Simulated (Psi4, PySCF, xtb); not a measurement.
Two rigid molecules brought together: CH4 ··· CF4 (SMILES C and FC(F)(F)F), singlet. Monomers: optimised at B3LYP-D3(BJ) (def2-TZVP), held rigid. Orientation: a random orientation, not optimised. Only R, the distance of the centres of mass, is varied, so the lowest point isn't the relaxed dimer.

Geometry at R = 4.60 Å (first 5 atoms: monomer A):
```
10

C      0.0000     0.0000     0.0000
H     -0.0390     0.1355     1.0800
H     -0.6809    -0.7989    -0.2905
H     -0.2948     0.9254    -0.4929
H      1.0147    -0.2620    -0.2966
F     -1.0494    -1.6147     5.1735
C     -0.1834    -0.8560     4.5159
F     -0.0964    -1.2713     3.2597
F     -0.5950     0.4045     4.5371
F      1.0072    -0.9423     5.0934
```

Levels of theory: PBE/def2-TZVP, counterpoise-corrected (Psi4); SAPT0/jun-cc-pVDZ, frozen core (Psi4); GFN1-xTB (xtb); RHF/6-31G* = restricted Hartree-Fock/6-31G*, spherical d, no counterpoise correction (PySCF); PBE-D3(BJ)/def2-TZVP, counterpoise-corrected (Psi4).

Interaction energies in kJ/mol (negative: bound); R is the distance of the centres of mass, d the H2···F8 distance.

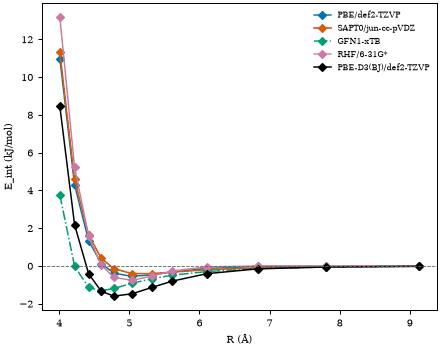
Fig. 1. Interaction energy against separation.

```json
[
 {"R / Å": "4.01", "d / Å": "2.06", "PBE/def2-TZVP": "10.98", "SAPT0/jun-cc-pVDZ": "11.31", "GFN1-xTB": "3.76", "RHF/6-31G*": "13.18", "PBE-D3(BJ)/def2-TZVP": "8.44"},
 {"R / Å": "4.22", "d / Å": "2.25", "PBE/def2-TZVP": "4.29", "SAPT0/jun-cc-pVDZ": "4.58", "GFN1-xTB": "-0.02", "RHF/6-31G*": "5.22", "PBE-D3(BJ)/def2-TZVP": "2.18"},
 {"R / Å": "4.42", "d / Å": "2.43", "PBE/def2-TZVP": "1.34", "SAPT0/jun-cc-pVDZ": "1.64", "GFN1-xTB": "-1.14", "RHF/6-31G*": "1.59", "PBE-D3(BJ)/def2-TZVP": "-0.41"},
 {"R / Å": "4.60", "d / Å": "2.59", "PBE/def2-TZVP": "0.13", "SAPT0/jun-cc-pVDZ": "0.41", "GFN1-xTB": "-1.31", "RHF/6-31G*": "0.05", "PBE-D3(BJ)/def2-TZVP": "-1.34"},
 {"R / Å": "4.78", "d / Å": "2.76", "PBE/def2-TZVP": "-0.38", "SAPT0/jun-cc-pVDZ": "-0.14", "GFN1-xTB": "-1.19", "RHF/6-31G*": "-0.60", "PBE-D3(BJ)/def2-TZVP": "-1.60"},
 {"R / Å": "5.04", "d / Å": "3.01", "PBE/def2-TZVP": "-0.55", "SAPT0/jun-cc-pVDZ": "-0.40", "GFN1-xTB": "-0.92", "RHF/6-31G*": "-0.76", "PBE-D3(BJ)/def2-TZVP": "-1.47"},
 {"R / Å": "5.32", "d / Å": "3.27", "PBE/def2-TZVP": "-0.46", "SAPT0/jun-cc-pVDZ": "-0.41", "GFN1-xTB": "-0.67", "RHF/6-31G*": "-0.53", "PBE-D3(BJ)/def2-TZVP": "-1.14"},
 {"R / Å": "5.61", "d / Å": "3.55", "PBE/def2-TZVP": "-0.32", "SAPT0/jun-cc-pVDZ": "-0.33", "GFN1-xTB": "-0.49", "RHF/6-31G*": "-0.27", "PBE-D3(BJ)/def2-TZVP": "-0.81"},
 {"R / Å": "6.11", "d / Å": "4.03", "PBE/def2-TZVP": "-0.13", "SAPT0/jun-cc-pVDZ": "-0.20", "GFN1-xTB": "-0.29", "RHF/6-31G*": "-0.05", "PBE-D3(BJ)/def2-TZVP": "-0.41"},
 {"R / Å": "6.83", "d / Å": "4.74", "PBE/def2-TZVP": "-0.02", "SAPT0/jun-cc-pVDZ": "-0.09", "GFN1-xTB": "-0.14", "RHF/6-31G*": "0.00", "PBE-D3(BJ)/def2-TZVP": "-0.15"},
 {"R / Å": "7.81", "d / Å": "5.70", "PBE/def2-TZVP": "0.00", "SAPT0/jun-cc-pVDZ": "-0.04", "GFN1-xTB": "-0.05", "RHF/6-31G*": "0.00", "PBE-D3(BJ)/def2-TZVP": "-0.06"},
 {"R / Å": "9.13", "d / Å": "7.00", "PBE/def2-TZVP": "0.00", "SAPT0/jun-cc-pVDZ": "-0.01", "GFN1-xTB": "-0.02", "RHF/6-31G*": "0.00", "PBE-D3(BJ)/def2-TZVP": "-0.02"}
]
```

Lowest grid point: PBE/def2-TZVP -0.55 kJ/mol at R = 5.04 Å; SAPT0/jun-cc-pVDZ -0.41 kJ/mol at R = 5.32 Å; GFN1-xTB -1.31 kJ/mol at R = 4.60 Å; RHF/6-31G* -0.76 kJ/mol at R = 5.04 Å; PBE-D3(BJ)/def2-TZVP -1.60 kJ/mol at R = 4.78 Å.
